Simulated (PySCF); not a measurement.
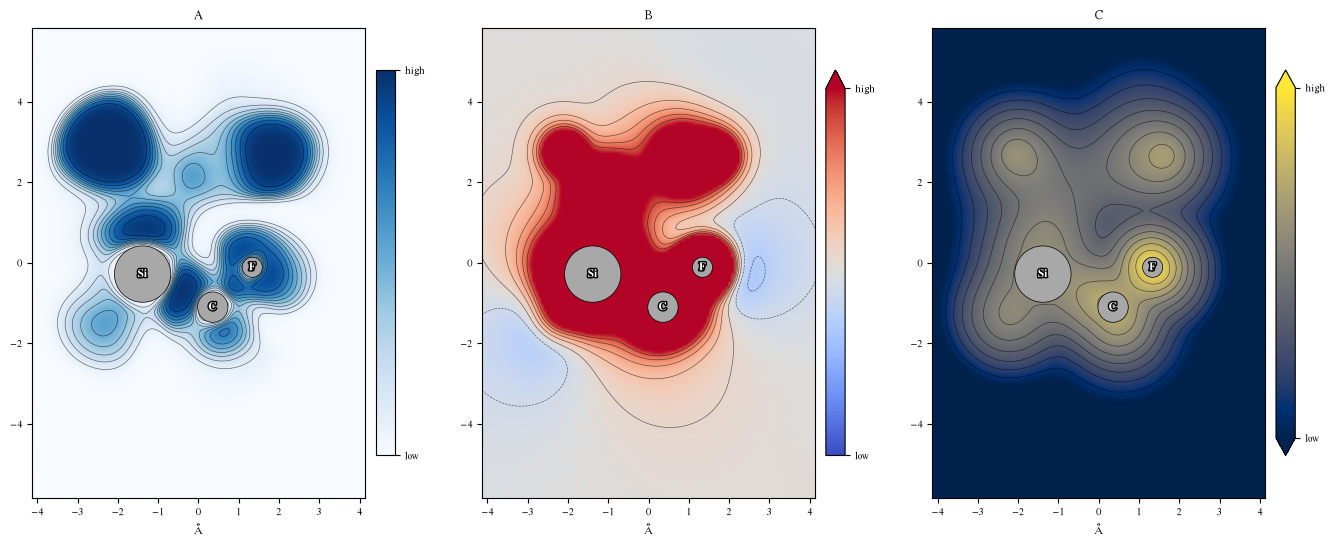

CH8F2GeSi2: 3 fields on the plane of atoms F1, C2 and Si3, with unlabelled colour scales. Grey discs cover the atomic cores.

Geometry: GFN2-xTB.

Computed with B3LYP/def2-SVPD, SCF density, gas phase (PySCF).

> The panels show electron density, electron localisation function and electrostatic potential in some order. Assign them.

Panel A: electron localisation function. Panel B: electrostatic potential (strongly positive close to the atoms, with negative regions outside electron-rich atoms). Panel C: electron density. From the grid: C–F (1.39 Å): ρ is about 2 e/Å³ halfway, with its minimum of 1.5 e/Å³ about 0.5 Å from C; the ELF peaks at about 0.85 between the atoms; a shared but strongly polarised pair. C–Si (1.93 Å): ρ is about 0.94 e/Å³ halfway; the ELF peaks at about 1 between the atoms (localised, covalent bonding).
